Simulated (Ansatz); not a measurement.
## Molecular dynamics, with input and output: MoClF5 (part 2 of 2)

Continued. System: MoClF5. Method: RKS B3LYP/def2-SVP (Ansatz 0.2.0). One setting was made poor on purpose. It belongs to a series of runs on one base structure; here: dynamics from the start.

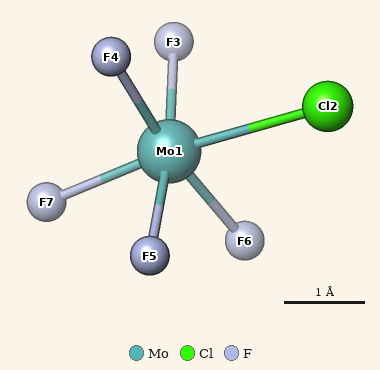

Fig. 1: The geometry at step 27 of the log (ball-and-stick view, seen at a tilt; atoms are numbered from 1 in the order of the input).

### Trajectory as extended XYZ, continued
```
7
Properties=species:S:1:pos:R:3:forces:R:3 step=14 time_fs=168.0 energy=-27954.18693 temperature=451.4
Mo   -0.0806   -0.2244   -0.1699   -1.3844   2.0215  -0.9477
Cl   -0.1563    0.0436    2.1281    0.2008  -0.4046  -0.7538
F     1.7268    0.2209   -0.2841   -0.9715  -0.5037   0.4381
F    -0.5436    1.5650   -0.2906    0.5794  -0.1555   0.2589
F    -1.9681   -0.3636   -0.3265    1.6622  -0.6840   0.2546
F     0.1311   -2.0439   -0.1785   -0.0509   0.3428   0.0658
F    -0.0130   -0.0852   -2.0283   -0.0355  -0.6165   0.6842
7
Properties=species:S:1:pos:R:3:forces:R:3 step=16 time_fs=192.0 energy=-27954.10389 temperature=594.8
Mo   -0.1085   -0.1304   -0.1952    0.2812  -1.6777  -0.3458
Cl   -0.1251   -0.0231    2.0423   -0.0641   0.1115   0.6450
F     1.6037    0.4316   -0.2218    1.3381  -0.1468   0.0108
F    -0.6049    1.5884   -0.3783   -0.3497   1.5002   0.4996
F    -1.8477   -0.4323   -0.4049   -2.2307  -0.3831   0.0247
F    -0.0201   -2.0156   -0.0892    0.6018   1.3411  -0.3599
F    -0.0152   -0.0493   -2.0274    0.4234  -0.7452  -0.4743
7
Properties=species:S:1:pos:R:3:forces:R:3 step=17 time_fs=204.0 energy=-27954.20969 temperature=563.4
Mo   -0.1077   -0.1023   -0.2236   -0.9607  -0.5293  -1.1846
Cl   -0.0958   -0.1128    2.0293   -0.2168   0.2902   0.3145
F     1.6436    0.4727   -0.1940   -0.2084  -0.5176  -0.2325
F    -0.6412    1.6663   -0.3352    0.0561  -0.6175   0.3682
F    -1.8823   -0.5126   -0.5426    0.1483   0.5177   0.4280
F    -0.0175   -1.9724   -0.0648    0.7207   1.1611  -0.5134
F     0.0295   -0.1074   -2.0886    0.4608  -0.3046   0.8198
7
Properties=species:S:1:pos:R:3:forces:R:3 step=19 time_fs=228.0 energy=-27954.36544 temperature=478.5
Mo   -0.1480   -0.0725   -0.2799    0.2688   0.3428   0.1750
Cl   -0.0913   -0.2265    2.0694   -0.1941   0.1809  -0.9516
F     1.6022    0.4992   -0.3092   -0.2636  -0.1794   0.1381
F    -0.7000    1.6778   -0.1129    0.0662  -0.4542  -0.1319
F    -1.8933   -0.5040   -0.6470    0.0886   0.1795   0.2907
F     0.2018   -1.8609   -0.2044    0.2033  -0.1595  -0.1494
F     0.1013   -0.1136   -2.1246   -0.1692   0.0899   0.6291
7
Properties=species:S:1:pos:R:3:forces:R:3 step=20 time_fs=240.0 energy=-27954.19196 temperature=335.8
Mo   -0.1794   -0.0836   -0.2918    0.2115   0.9524   0.3060
Cl   -0.0968   -0.2686    2.0585   -0.1612  -0.0264  -0.9467
F     1.5077    0.4757   -0.3670    1.9005   0.7915   0.5109
F    -0.7301    1.6557   -0.0245    0.0838  -0.2013  -0.2749
F    -1.8919   -0.4727   -0.6387   -1.2655  -0.3745  -0.2382
F     0.2956   -1.8161   -0.3152    0.1204  -1.2423   0.1583
F     0.1518   -0.0905   -2.1378   -0.8895   0.1006   0.4845
7
Properties=species:S:1:pos:R:3:forces:R:3 step=21 time_fs=252.0 energy=-27954.18377 temperature=299.4
Mo   -0.2002   -0.0965   -0.2995    2.6457   1.0123  -0.8579
Cl   -0.1121   -0.3068    1.9943   -0.0436  -0.2269  -0.4223
F     1.5723    0.5204   -0.4052   -0.9544  -0.0764   0.8079
F    -0.7444    1.6170    0.0286    0.0939   0.2945  -0.3487
F    -1.9480   -0.4369   -0.6212   -0.3768  -0.4288  -0.1615
F     0.3720   -1.8160   -0.3900   -0.2196  -0.7180   0.3080
F     0.1618   -0.0858   -2.1458   -1.1451   0.1434   0.6745
7
Properties=species:S:1:pos:R:3:forces:R:3 step=23 time_fs=276.0 energy=-27954.26408 temperature=296.4
Mo   -0.1526   -0.0846   -0.3545   -0.0796  -0.2628   0.0832
Cl   -0.1408   -0.3172    1.8948    0.1372  -0.7998   0.4571
F     1.5322    0.5969   -0.3968    0.5392   0.1064   0.0588
F    -0.6669    1.6133    0.0983   -0.1935   0.4717  -0.7676
F    -1.9392   -0.4264   -0.5938    0.1437  -0.1313  -0.0265
F     0.4083   -1.8366   -0.5247   -0.2116   0.1713   0.5965
F     0.0206   -0.1030   -2.1784   -0.3354   0.4444  -0.4014
7
Properties=species:S:1:pos:R:3:forces:R:3 step=24 time_fs=288.0 energy=-27954.15733 temperature=495.1
Mo   -0.1236   -0.0797   -0.3965   -0.8473   1.4013   0.4969
Cl   -0.1488   -0.3066    1.8760    0.0339  -0.7428   0.1750
F     1.5176    0.6308   -0.3559    1.6527   0.0404  -0.4511
F    -0.5542    1.6871    0.0842   -0.4481  -0.7069  -1.0731
F    -1.8845   -0.4382   -0.5902   -0.8157   0.0381   0.0266
F     0.3659   -1.8220   -0.5329    0.3204  -0.4856   0.3123
F    -0.0722   -0.0896   -2.2573    0.1039   0.4556   0.5134
7
Properties=species:S:1:pos:R:3:forces:R:3 step=26 time_fs=312.0 energy=-27954.11726 temperature=424.4
Mo   -0.0843   -0.0329   -0.4790    1.2396  -1.9269   2.6148
Cl   -0.2143   -0.2902    1.7834    0.0844  -0.4983   0.3773
F     1.6941    0.6094   -0.3745   -1.1250  -1.0216  -0.5080
F    -0.4474    1.6658   -0.0788   -0.8308   1.7298  -0.4405
F    -1.8905   -0.4157   -0.6094    0.3703   0.2569  -0.0111
F     0.3632   -1.8549   -0.5399    0.0191   1.1688  -0.0227
F    -0.1061   -0.0142   -2.2550    0.2424   0.2911  -2.0098
7
Properties=species:S:1:pos:R:3:forces:R:3 step=27 time_fs=324.0 energy=-27954.40942 temperature=456.1
Mo   -0.0487   -0.0384   -0.4992   -0.7091   0.1276   1.4283
Cl   -0.2384   -0.3130    1.7736    0.1463  -0.2046  -0.0084
F     1.7164    0.4764   -0.4238   -0.2025  -0.2211  -0.1982
F    -0.4762    1.7018   -0.1581   -0.0430   0.4187  -0.4537
F    -1.8590   -0.3804   -0.6722    0.3476   0.0310  -0.0120
F     0.3611   -1.8071   -0.5855    0.2441  -0.4028  -0.0981
F    -0.0516    0.0422   -2.3123    0.2164   0.2511  -0.6579
7
Properties=species:S:1:pos:R:3:forces:R:3 step=29 time_fs=348.0 energy=-27954.45707 temperature=309.5
Mo   -0.0301   -0.0265   -0.4782   -0.5795  -0.3020  -0.9670
Cl   -0.2228   -0.3405    1.7754    0.1492   0.1241  -0.2260
F     1.7715    0.2427   -0.4819    0.1923   0.4005   0.2998
F    -0.4827    1.7545   -0.3284    0.3981  -0.3032   0.0726
F    -1.8093   -0.4021   -0.7396    0.1293  -0.1151   0.0881
F     0.3610   -1.8100   -0.7300   -0.2569   0.1954   0.0996
F     0.0538    0.1993   -2.3281   -0.0325   0.0003   0.6328
7
Properties=species:S:1:pos:R:3:forces:R:3 step=30 time_fs=360.0 energy=-27954.33759 temperature=195.2
Mo   -0.0275   -0.0194   -0.4844   -1.0799  -1.4769   2.1140
Cl   -0.2229   -0.3243    1.7991    0.1871   0.1880  -0.4653
F     1.7738    0.1763   -0.4724    0.6669   0.3940   0.4979
F    -0.4343    1.7594   -0.3599    0.0651   0.1440   0.2274
F    -1.7993   -0.4832   -0.7315    0.2702   0.2806   0.0863
F     0.3189   -1.8066   -0.7767   -0.0730   0.0307   0.1834
F     0.1028    0.2334   -2.2271   -0.0365   0.4396  -2.6436
7
Properties=species:S:1:pos:R:3:forces:R:3 step=31 time_fs=372.0 energy=-27954.33408 temperature=336.2
Mo   -0.0375   -0.0430   -0.4736    0.7194   0.8717  -0.5128
Cl   -0.2375   -0.3081    1.8001    0.1506   0.1651  -0.5052
F     1.8095    0.1414   -0.4175   -0.7969   0.0121   0.3669
F    -0.4027    1.8058   -0.3367    0.1657  -1.5469   0.0144
F    -1.7547   -0.5891   -0.7588   -0.3985   0.6505   0.0338
F     0.2594   -1.8219   -0.7883    0.4739  -0.1386   0.1693
F     0.1695    0.2778   -2.2895   -0.3142  -0.0139   0.4336
7
Properties=species:S:1:pos:R:3:forces:R:3 step=33 time_fs=396.0 energy=-27954.29144 temperature=195.5
Mo   -0.0269   -0.0980   -0.4938   -0.3252  -2.3262   1.0915
Cl   -0.2538   -0.2815    1.7842    0.0140  -0.1719  -0.1557
F     1.7575    0.0465   -0.3334    1.2771   0.0330   0.3162
F    -0.3636    1.6400   -0.2896   -0.5746   1.9111   0.1957
F    -1.7375   -0.5976   -0.8313   -0.9735   0.4728  -0.0430
F     0.2142   -1.8948   -0.8168    0.5609  -0.1441   0.1559
F     0.2389    0.3208   -2.2199    0.0213   0.2252  -1.5606
7
Properties=species:S:1:pos:R:3:forces:R:3 step=34 time_fs=408.0 energy=-27954.42379 temperature=217.1
Mo   -0.0316   -0.1367   -0.5051    0.3255   1.4185   0.0517
Cl   -0.2418   -0.2987    1.7574   -0.0238  -0.1970  -0.1295
F     1.8028    0.0320   -0.2954   -0.5938  -0.0091  -0.0378
F    -0.4040    1.6918   -0.2615    0.1964  -1.1081  -0.2252
F    -1.8030   -0.5210   -0.8148    0.2687   0.2119  -0.0081
F     0.2483   -1.9226   -0.7927    0.0459   0.0294  -0.0167
F     0.2604    0.3577   -2.2647   -0.2189  -0.3456   0.3655
7
Properties=species:S:1:pos:R:3:forces:R:3 step=36 time_fs=432.0 energy=-27954.18904 temperature=232.8
Mo   -0.0265   -0.1718   -0.4717   -0.7196  -0.6116  -0.8081
Cl   -0.2102   -0.3648    1.7202   -0.3545  -0.3660   1.5148
F     1.7416    0.1159   -0.2198    1.0791   0.2395  -0.1944
F    -0.4476    1.5282   -0.2610   -0.2971   3.0091   0.5355
F    -1.8296   -0.3489   -0.8138    0.0239  -0.7213  -0.0080
F     0.2722   -1.9389   -0.6665   -0.0391  -1.1380  -0.4534
F     0.2089    0.3115   -2.2233    0.3072  -0.4117  -0.5864
7
Properties=species:S:1:pos:R:3:forces:R:3 step=37 time_fs=444.0 energy=-27954.31439 temperature=493.8
Mo   -0.0221   -0.2022   -0.4235   -0.1323   1.8886  -1.8040
Cl   -0.2359   -0.4007    1.7752   -0.1322  -0.2953   0.9546
F     1.7637    0.1744   -0.2056   -0.1140  -0.0947  -0.1991
F    -0.4733    1.5786   -0.2246    0.5111   0.0393   0.0854
F    -1.8212   -0.3421   -0.7316   -0.0916  -0.7367  -0.0980
F     0.2569   -1.9932   -0.6388   -0.0613  -0.0685  -0.2478
F     0.1930    0.2407   -2.2593    0.0202  -0.7328   1.3089
7
Properties=species:S:1:pos:R:3:forces:R:3 step=39 time_fs=468.0 energy=-27954.38045 temperature=505.5
Mo   -0.0260   -0.2022   -0.3709   -0.3053  -1.2571   1.5445
Cl   -0.2625   -0.4660    1.9071    0.3272   0.0666  -0.2736
F     1.7525    0.2251   -0.2381    0.1505  -0.3982   0.3359
F    -0.3947    1.5556   -0.2595   -0.4192   1.0886   0.1387
F    -1.8259   -0.5047   -0.5526   -0.1364   0.2524  -0.2747
F     0.1399   -2.0260   -0.5917    0.4447   0.3018   0.0054
F     0.2126    0.0210   -2.1366   -0.0616  -0.0541  -1.4763
7
Properties=species:S:1:pos:R:3:forces:R:3 step=40 time_fs=480.0 energy=-27954.20913 temperature=282.2
Mo   -0.0480   -0.2095   -0.3407    1.0885   1.6427  -0.4009
Cl   -0.2606   -0.4694    1.9441    0.4660   0.2220  -0.5383
F     1.7818    0.2043   -0.2920   -0.9586  -0.7496   0.6950
F    -0.3155    1.6364   -0.3023   -0.4132  -1.0429   0.0582
F    -1.8363   -0.5850   -0.4739   -0.1590   0.7708  -0.3902
F     0.1034   -1.9956   -0.5778    0.7450  -0.7040   0.0107
F     0.2783   -0.0551   -2.1721   -0.7687  -0.1390   0.5654
```

The run was set up as follows.

### The input
```yaml
crystal:
  periodic: [false, false, false]
  atoms:
    - { symbol: Mo, position_ang: [0.0, 0.0, 0.039295] }
    - { symbol: Cl, position_ang: [0.0, 0.0, 2.31624] }
    - { symbol: F, position_ang: [1.833158, 0.0, -0.003816] }
    - { symbol: F, position_ang: [0.0, 1.833158, -0.003816] }
    - { symbol: F, position_ang: [-1.833158, 0.0, -0.003816] }
    - { symbol: F, position_ang: [0.0, -1.833158, -0.003816] }
    - { symbol: F, position_ang: [0.0, 0.0, -1.800271] }
basis:
  gaussian: { orbitals: def2-SVP }
hamiltonian:
  xc: b3lyp
md:
  timestep: 12.0
  n_steps: 40
  ensemble: nvt_langevin
  temperature: 500.0
  initial_velocities: maxwell_boltzmann
  seed: 355618
  friction: 0.02
```

Launched with:
```bash
ansatz run input.yaml --threads 2 --pin off --max-ram 3072MiB --backend cpu --events-out ev --progress --plain --runs-dir out
```

### Results in brief

```tsv
quantity	value
outcome	finished
mean temperature over the second half	328 K
trajectory	40 steps, 480 fs
ensemble	nvt_langevin
temperature in the input	500.0 K
time step	12.0 fs
potential energy (last step)	−27954.2095 eV
mean-field energy (last step)	−27954.2095 eV
largest force (length of the vector) (last step)	2.011 eV/Å
hardware	2 threads of Intel Xeon @ 2.50GHz (Skylake/Cascade Lake), 32 GiB of memory available, shared host
wall time	3.4 min (CPU time 6.6 min)
peak memory	0.33 GiB
```

A deliberately poor setting: time step. The run takes a singlet; with an open-shell metal another spin state may lie lower. So short a trajectory is not equilibrated. The logged temperature at the start can lie below the typed one, since it is counted over all degrees of freedom. The temperature stays far from the 500 K of the thermostat over the second half: the run isn't equilibrated.
